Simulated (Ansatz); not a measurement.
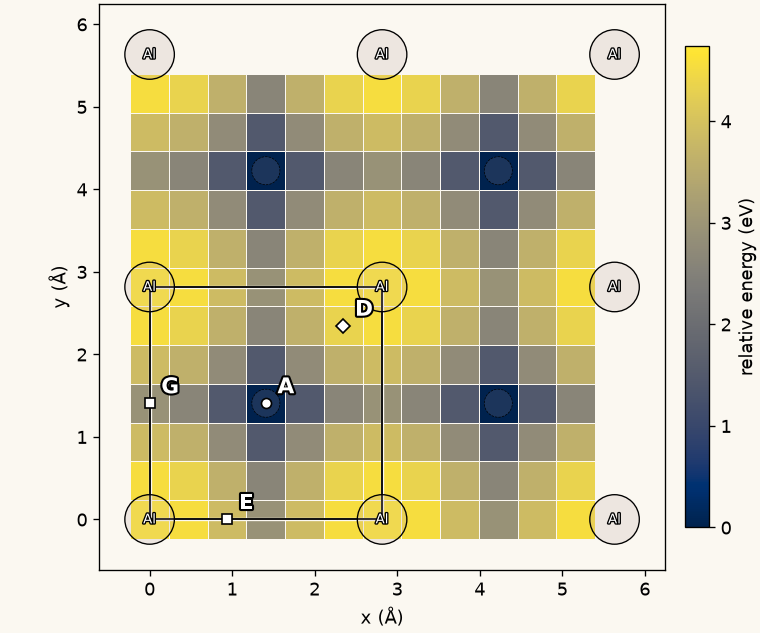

C on an Al(100) slab cut from the Fm-3m phase, its upper half relaxed before the scan (12 atoms of substrate and one adsorbate in a 2 × 2 cell). C is moved over the surface cell; relaxed at each place: the height of the adsorbate's atoms; substrate rigid; the origin of the map has the adsorbate above Al9. Places are given modulo a cell vector. The map is drawn in real space over the plane of the surface. Grid: 6 × 6 points; 10 points were computed and 26 follow by symmetry. Places are given in fractions of the 1 × 1 surface cell. Energies: eV, counted from the lowest grid point. All numbers below come from DFT LDA, scalar-relativistic, plane waves, PAW (Ansatz). Settings: cutoff 420 eV, k-mesh 5×5×1, gaussian smearing 0.1 eV, no spin polarisation.

The picture shows one coloured cell a grid point, labelled circles for the atoms of the top layer and small ones for the second layer, the outline of one cell of the 2 × 2 shown, lettered points.

Is G the lowest point of the computed grid?

Answer. No. G lies 2.92 eV above the lowest grid point, which is at a fourfold hollow over a second-layer Al atom, (3/6, 3/6) of the cell vectors.

What kind of point is each of A, E, G: minimum, saddle, maximum or slope?

Answer. A: minimum; E: on a slope; G: saddle point. (In these two coordinates alone; a stationary point may lie a little off the grid point.)

Rank the lettered points by energy, lowest first.

Answer. A (0.00 eV), G (2.92 eV), E (3.85 eV), D (4.34 eV).
